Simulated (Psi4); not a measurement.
# SiH3O2 (SMILES [O][SiH2]O): UPBE0/def2-TZVP

Aim: the vertical ionisation energy of SiH3O2 at UPBE0/def2-TZVP, from 2 runs. 

The results are computed with Psi4 1.11.

2 further runs of the same task are left out: 2 set aside as unsound or not needed.

## Step 1: The structure to begin with

SiH3O2: 6 atoms, total charge 0, spin state doublet. As SMILES, `[O][SiH2]O`. Geometry: relaxed at PBE0-D4/def2-TZVP. This is one conformer, not always the lowest.

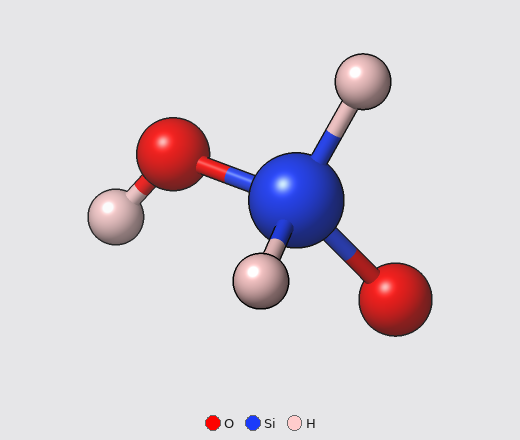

Viewed from a chosen angle; oxygen red, silicon blue, hydrogen pink.

## Step 2: Energy and gradient at UPBE0/def2-TZVP

The input, job.json:

```json
{
 "schema_name": "qcschema_input",
 "schema_version": 1,
 "molecule": {
  "schema_name": "qcschema_molecule",
  "schema_version": 2,
  "symbols": ["O", "Si", "O", "H", "H", "H"],
  "geometry": [-3.15943311, -0.92653272, 0.21013755, -0.38833872, 0.30311207, -0.49775386, 1.7946729, 0.20824782, 1.67902166, 0.22109796, -1.32337521, -2.72441815, -0.66801819, 3.01260139, -1.12249732, 2.2797656, -1.3951848, 2.36801581],
  "molecular_charge": 0,
  "molecular_multiplicity": 2,
  "fix_symmetry": "c1",
  "fix_com": true,
  "fix_orientation": true
 },
 "driver": "gradient",
 "model": {
  "method": "pbe0",
  "basis": "def2-TZVP"
 },
 "keywords": {
  "reference": "uks",
  "puream": true,
  "e_convergence": 1e-09,
  "d_convergence": 1e-08,
  "scf_type": "pk",
  "dft_radial_points": 99,
  "dft_spherical_points": 590,
  "maxiter": 200
 }
}
```

Run with:

```bash
$ psi4 --qcschema job.json -n 1 --memory 1600MB
```

stdout (excerpt; [...] marks lines left out):

```text
[...]
  Running in c1 symmetry.
[...]
  Nuclear repulsion =  110.735256139634899
[...]
  Multiplicity = 2
[...]
  Nalpha       = 17
  Nbeta        = 16
[...]
    Number of basis functions: 117
[...]
   @UKS iter   1:  -441.18005356243350   -3.20268e-01   7.99501e-03 DIIS/ADIIS
[...]
   @UKS iter  19:  -441.53979891548977   -9.77707e-12   5.46046e-09 DIIS
[...]
   @S^2 Observed:                7.549276108E-01
[...]
    Orbital Energies [Eh]
    ---------------------
    Alpha Occupied:
       1A    -66.281508     2A    -19.261210     3A    -19.226495
       4A     -5.359178     5A     -3.693889     6A     -3.693163
       7A     -3.692228     8A     -1.055945     9A     -1.021494
      10A     -0.598025    11A     -0.502829    12A     -0.455270
      13A     -0.428289    14A     -0.412721    15A     -0.373385
      16A     -0.358752    17A     -0.344220
    Alpha Virtual:
      18A      0.015086    19A      0.034958    20A      0.077279
      21A      0.091347    22A      0.106590    23A      0.158415
      24A      0.187108    25A      0.218389    26A      0.238033
[...]
  @UKS Final Energy:  -441.53979891548977
   => Energetics <=
    Nuclear Repulsion Energy =            110.7352561396348989
    One-Electron Energy =                -830.6643359474571753
    Two-Electron Energy =                 307.8846814505422458
    DFT Exchange-Correlation Energy =     -29.4954005582096954
    Empirical Dispersion Energy =           0.0000000000000000
    VV10 Nonlocal Energy =                  0.0000000000000000
    Total Energy =                       -441.5397989154897687
[...]
 Multipole Moments:
 ------------------------------------------------------------------------------------
     Multipole            Electronic (a.u.)      Nuclear  (a.u.)        Total (a.u.)
 ------------------------------------------------------------------------------------
 L = 1.  Multiply by 2.5417464519 to convert [e a0] to [Debye]
 Dipole X            :         15.1133983          -14.5219784            0.5914199
 Dipole Y            :          0.9587773           -1.2086688           -0.2498915
 Dipole Z            :         -6.7238868            6.6658200           -0.0580668
 Magnitude           :                                                    0.6446666
[...]
  -Total Gradient:
     Atom            X                  Y                   Z
    ------   -----------------  -----------------  -----------------
       1        0.000123060789     0.000056005132    -0.000000129969
       2       -0.000032570097    -0.000017826922     0.000166129033
       3       -0.000107607909    -0.000009893664    -0.000124450227
       4        0.000023360895    -0.000042882333    -0.000070242941
       5       -0.000012418008     0.000054954144    -0.000019217654
       6        0.000013146214    -0.000015949724     0.000043600760
[...]
```

The result, in JSON:

```text
{
 "driver": "gradient",
 "model": {
  "method": "pbe0",
  "basis": "def2-TZVP"
 },
 "success": true,
 "return_result": [0.00012306078865625958, 5.6005132007375114e-05, -1.2996946981147506e-07, -3.257009656142465e-05, -1.782692170042982e-05, 0.00016612903260566914, -0.00010760790911228113, -9.893664455612461e-06, -0.00012445022732889693, 2.3360895139372395e-05, -4.288233345137171e-05, -7.024294097633665e-05, -1.2418008309691628e-05, 5.4954143921079335e-05, -1.9217654422826885e-05, 1.3146213643774884e-05, -1.5949723885577693e-05, 4.360076040493821e-05],
 "properties": {
  "calcinfo_nbasis": 117,
  "calcinfo_nmo": 117,
  "calcinfo_nalpha": 17,
  "calcinfo_nbeta": 16,
  "calcinfo_natom": 6,
  "nuclear_repulsion_energy": 110.7352561396349,
  "return_energy": -441.53979891548977,
  "return_gradient": [0.00012306078865625958, 5.6005132007375114e-05, -1.2996946981147506e-07, -3.257009656142465e-05, -1.782692170042982e-05, 0.00016612903260566914, -0.00010760790911228113, -9.893664455612461e-06, -0.00012445022732889693, 2.3360895139372395e-05, -4.288233345137171e-05, -7.024294097633665e-05, -1.2418008309691628e-05, 5.4954143921079335e-05, -1.9217654422826885e-05, 1.3146213643774884e-05, -1.5949723885577693e-05, 4.360076040493821e-05],
  "scf_one_electron_energy": -830.6643359474572,
  "scf_two_electron_energy": 307.88468145054225,
  "scf_xc_energy": -29.495400558209695,
  "scf_dipole_moment": [0.591419923109024, -0.24989153428510658, -0.05806681791836166],
  "scf_total_energy": -441.53979891548977,
  "scf_total_gradient": [0.00012306078865625958, 5.6005132007375114e-05, -1.2996946981147506e-07, -3.257009656142465e-05, -1.782692170042982e-05, 0.00016612903260566914, -0.00010760790911228113, -9.893664455612461e-06, -0.00012445022732889693, 2.3360895139372395e-05, -4.288233345137171e-05, -7.024294097633665e-05, -1.2418008309691628e-05, 5.4954143921079335e-05, -1.9217654422826885e-05, 1.3146213643774884e-05, -1.5949723885577693e-05, 4.360076040493821e-05],
  "scf_iterations": 19
 }
}
```

It took 36 s on 1 thread of Intel Xeon 6975P-C (Granite Rapids), shared host; peak memory 0.72 GiB.

## Step 3: The singlet cation

The input, calc.inp:

```
memory 1.6 GB

molecule mol {
  1 1
  O     -1.671900    -0.490300     0.111200
  Si    -0.205500     0.160400    -0.263400
  O      0.949700     0.110200     0.888500
  H      0.117000    -0.700300    -1.441700
  H     -0.353500     1.594200    -0.594000
  H      1.206400    -0.738300     1.253100
  units angstrom
  symmetry c1
}

set globals {
  puream               true
  e_convergence        1e-09
  d_convergence        1e-08
  scf_type             pk
  dft_radial_points    99
  dft_spherical_points 590
}

result, w = gradient("pbe0/def2-TZVP", return_wfn=True)
oeprop(w, "QUADRUPOLE", "DIPOLE", "MULLIKEN_CHARGES")
```

Run with:

```bash
$ psi4 calc.inp calc.out -n 1
```

calc.out (excerpt; [...] marks lines left out):

```text
[...]
  Running in c1 symmetry.
[...]
  Nuclear repulsion =  110.735256126197982
[...]
  Multiplicity = 1
[...]
  Nalpha       = 16
  Nbeta        = 16
[...]
    Number of basis functions: 117
[...]
   @RKS iter   1:  -440.79918374226014    6.06023e-02   7.06125e-03 ADIIS/DIIS
[...]
   @RKS iter  18:  -441.07986327480899   -2.04636e-12   1.67130e-09 DIIS
[...]
  @RKS Final Energy:  -441.07986327480899
   => Energetics <=
    Nuclear Repulsion Energy =            110.7352561261979815
    One-Electron Energy =                -821.5409084338493813
    Two-Electron Energy =                 298.9084821301242414
    DFT Exchange-Correlation Energy =     -29.1826930972818559
    Empirical Dispersion Energy =           0.0000000000000000
    VV10 Nonlocal Energy =                  0.0000000000000000
    Total Energy =                       -441.0798632748089858
[...]
  -Total Gradient:
     Atom            X                  Y                   Z
    ------   -----------------  -----------------  -----------------
       1       -0.017309558623    -0.004000635212     0.023897530873
       2       -0.001307023961    -0.005629788815    -0.068503429751
       3        0.011215876698     0.001706873726     0.035238099319
       4        0.005004808746     0.015258542256     0.014323699960
       5        0.007782419565    -0.012777514337     0.008650111367
       6       -0.005378477626     0.005467628330    -0.013609753442
[...]
 Multipole Moments:
 ------------------------------------------------------------------------------------
     Multipole            Electronic (a.u.)      Nuclear  (a.u.)        Total (a.u.)
 ------------------------------------------------------------------------------------
 L = 1.  Multiply by 2.5417464519 to convert [e a0] to [Debye]
 Dipole X            :         -1.0803248            1.6382491            0.5579243
 Dipole Y            :         -0.3518844            0.2123426           -0.1395418
 Dipole Z            :          0.2136684           -1.0882060           -0.8745375
 Magnitude           :                                                    1.0466935
 L = 2.  Multiply by 1.3450342976 to convert [e a0^2] to [Debye ang]
 Quadrupole XX       :       -122.3962885          107.1174964          -15.2787921
 Quadrupole XY       :        -21.3148984           18.7533892           -2.5615092
[...]
```

Wall time 25 s (1 thread of Intel Xeon 6975P-C (Granite Rapids), shared host); peak memory 0.71 GiB.

## Step 4: Results

Level: UPBE0/def2-TZVP.

| quantity | value |
| --- | --- |
| doublet SiH3O2: total energy | -441.53980 Eh |
| doublet SiH3O2: dipole moment | 1.64 D |
| doublet SiH3O2: HOMO energy (highest over α and β) | -9.17 eV |
| doublet SiH3O2: LUMO energy (lowest over α and β) | -4.68 eV |
| doublet SiH3O2: ⟨S²⟩ | 0.755 |
| doublet SiH3O2: largest force on an atom | 0.009 eV/Å |
| singlet cation: total energy | -441.07986 Eh |
| singlet cation: HOMO energy | -16.60 eV |
| singlet cation: LUMO energy | -14.51 eV |
| singlet cation: HOMO–LUMO gap | 2.09 eV |
| singlet cation: largest force on an atom | 3.535 eV/Å |
| vertical ionisation energy (to the singlet cation) | 12.515 eV |

**Reading.** The vertical ionisation energy comes to 12.52 eV (1208 kJ/mol). Only the singlet of the ionised species was computed; a triplet could lie lower.
